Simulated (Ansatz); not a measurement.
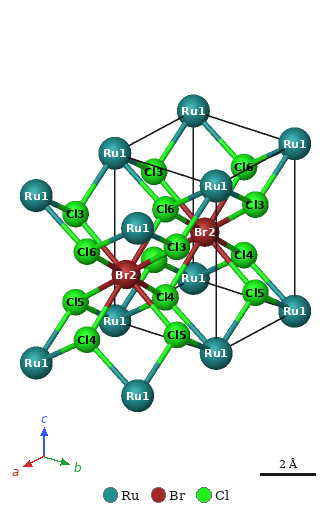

Starting structure of solid RuBrCl4 (a generated structure, set up in P4/mmm) (coarse preliminary run). Style: ball-and-stick. Shown: the cell of the calculation, repeated 2 × 1 × 1 with one cell outlined, from a free direction.

Level of theory: Ansatz 0.2.0, DFT PBE, scalar-relativistic, plane waves, PAW.

Input
```yaml
crystal:
  lattice:
    - [4.67732385, 0.0, 0.0]
    - [0.0, 4.67732385, 0.0]
    - [0.0, 0.0, 6.72131677]
  atoms:
    - { symbol: Ru, position: [0.0, 0.0, 0.0], spin: 1.0 }
    - { symbol: Br, position: [0.5, 0.5, 0.5] }
    - { symbol: Cl, position: [0.5, 0.0, 0.76314598] }
    - { symbol: Cl, position: [0.0, 0.5, 0.23685402] }
    - { symbol: Cl, position: [0.5, 0.0, 0.23685402] }
    - { symbol: Cl, position: [0.0, 0.5, 0.76314598] }
basis:
  ecutwfc: 420
kpoints:
  mp_grid: { grid: [4, 4, 4] }
hamiltonian:
  xc: pbe
scf:
  occupations: { method: gaussian, width: 0.1 }
  lower_state_search: "off"
output:
  forces: true
  stress: true
  eigenvalues: true
  populations: true
magnetization:
  spin_polarized: true
relax:
  adjacent_minimum: "off"
  f_tol: 0.04
  max_steps: 70
  cell: { stress_tol: 0.4 }
```

Run as
```bash
ansatz run input.yaml --threads 1 --pin off --max-ram 2560MiB --backend cpu --events-out ev --progress --plain --runs-dir out
```

Q: Predict the outcome.

A: The largest moves relative to the cell, 0.83 Å, are those of Cl3, Cl4, Cl5 and Cl6. Cl3 goes along +c. Ru and Br stay in place. The drawn cell changes as follows: a = b 4.677 → 4.123 Å (−11.8 %), c 6.721 → 9.516 Å (+41.6 %); the volume changes by +10.0 %. Near-neighbour distances that change, for instance: Br2–Cl3 2.932 → 3.924 Å, Cl3–Cl5 3.184 → 2.838 Å, Ru1–Cl3 2.829 → 2.503 Å. The space group stays P4/mmm (No. 123). The energy falls by 383 meV per atom in 11 accepted moves (13 points after the start). Largest force component: 0.73 eV/Å at the start, 0.014 eV/Å at the end. The pressure goes from −0.87 to 0.05 GPa. The SCF was repeated twice at an unchanged geometry on a basis and grid sized afresh for the cell, which shifted the energy by 12.4 meV per atom at most.

The structure at the end:

```xyz
6
Lattice="4.1231 0.0000 0.0000 0.0000 4.1231 0.0000 0.0000 0.0000 9.5163" Properties=species:S:1:pos:R:3 pbc="T T T"
Ru    0.0000    0.0000    9.5163
Br    2.0616    2.0616    4.7581
Cl    2.0616    0.0000    8.0973
Cl    0.0000    2.0616    1.4190
Cl    2.0616    0.0000    1.4190
Cl    0.0000    2.0616    8.0973
```

The end point in the same view:

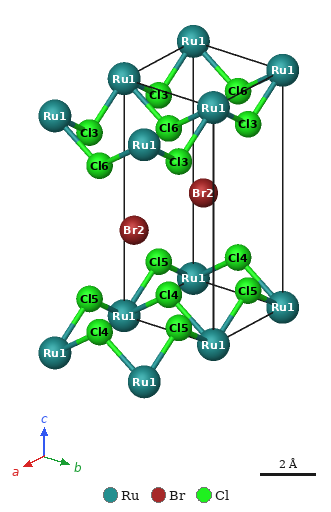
